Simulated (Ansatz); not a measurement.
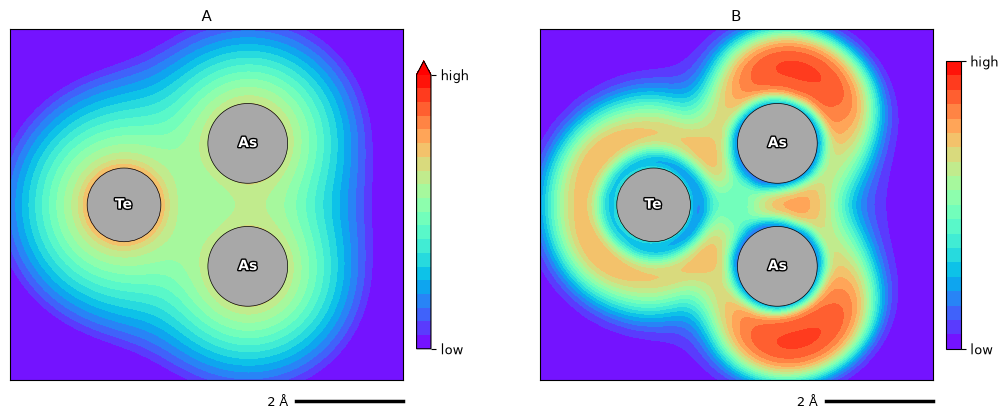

As$_{2}$Te (charge +1, doublet): 2 fields on the molecular plane, with unlabelled colour scales. Grey discs cover the atomic cores.

Geometry: PBE-D4/def2-TZVP; core potentials replace the inner electrons of Te.

The calculation used Ansatz 0.2.0, UKS PBE0-D4/def2-TZVP.

```
atom    x (Å)    y (Å)    z (Å)
  As  -0.7445  -1.1580   0.1682
  As   0.0138   0.7867   1.1420
  Te   0.7307   0.3712  -1.3102
```

The panels show electron density and electron localisation function in some order. Assign them.

Panel A: electron density. Panel B: electron localisation function. From the grid: As–As (2.30 Å): ρ is about 0.71 e/Å³ halfway; the ELF peaks at about 0.75 between the atoms. Te–As (2.59 Å): ρ at the midpoint is about 0.51 e/Å³; the ELF peaks at about 0.65 between the atoms.
